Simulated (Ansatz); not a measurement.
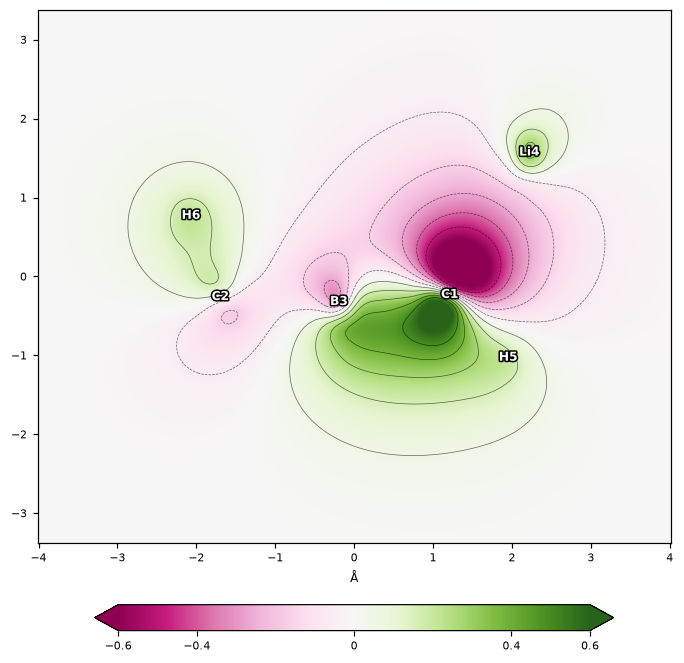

The picture shows: C₂H₄BLi (SMILES [Li][CH][B+]C) (charge +1, doublet). The HOMO−1 (α) on the plane of atoms B3, C2 and H6 (values in Å⁻³ᐟ²; the overall sign is arbitrary).

Geometry: B3LYP-D3(BJ)/6-311G**.

All numbers below come from isolated molecule in a Gaussian basis; Kohn-Sham density functional theory, functional PBE0 in Ansatz.

```yaml
atoms:
  - { symbol: C, position_ang: [-1.3388, 1.1882, 0.9849] }
  - { symbol: C, position_ang: [0.2975, 1.2018, -1.4182] }
  - { symbol: B, position_ang: [-0.5651, 1.1214, -0.1907] }
  - { symbol: Li, position_ang: [-1.4979, 2.9100, 2.1259] }
  - { symbol: H, position_ang: [-1.9368, 0.4145, 1.4589] }
  - { symbol: H, position_ang: [0.7094, 2.2043, -1.5727] }
  - { symbol: H, position_ang: [-0.2793, 0.9277, -2.3103] }
  - { symbol: H, position_ang: [1.1346, 0.4962, -1.3448] }
```

Describe this orbital and give its energy.

By Hirshfeld shares it lies mainly on C1 (about 65 %), B3 (about 20 %) and Li4 (about 10 %). Its energy is −12.85 eV.
